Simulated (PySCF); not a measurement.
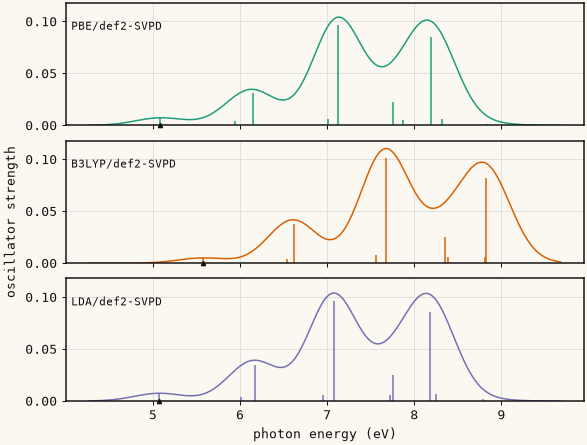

Vertical TDDFT spectra of C₂H₇N, SMILES CNC at one geometry and several levels (PySCF, at a PBE0-D3(BJ)/def2-SVP geometry (no frequency check)); sticks with Gaussians of 1/e half-width 0.40 eV, the triangle marks S1, which has the same leading orbital pair at all these levels. Only the lowest states were computed, so the high end is incomplete.

Order the levels by their S1 energy.

From lowest to highest: LDA/def2-SVPD 5.07 eV, PBE/def2-SVPD 5.09 eV, B3LYP/def2-SVPD 5.58 eV; a spread of 0.50 eV.

Caveats, for all or some of the runs: core orbitals are frozen in the response; states above the negative HOMO energy depend on the basis.
